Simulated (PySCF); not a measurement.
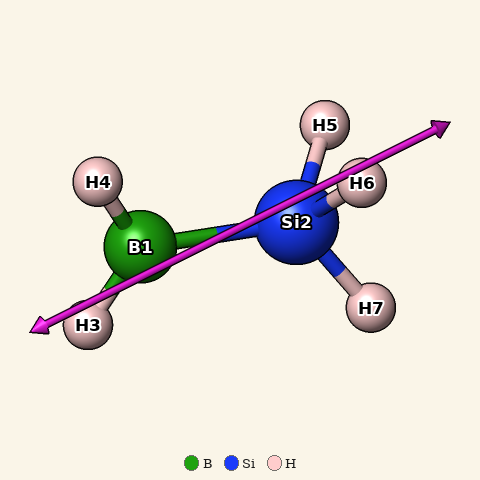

The double arrow shows the direction of the transition dipole to excited singlet state 3 (its length means nothing). Geometry: a frame of a GFN2-xTB molecular-dynamics simulation, not a minimum. Properties computed with TDDFT PBE0/def2-SVPD, vertical, gas phase, core orbitals frozen in the response (PySCF 2.14.0).

### Give its energy, strength and character.

5.67 eV (219 nm), oscillator strength 0.096, mainly HOMO−2 → LUMO (weight 0.86); transition dipole 2.11 D.
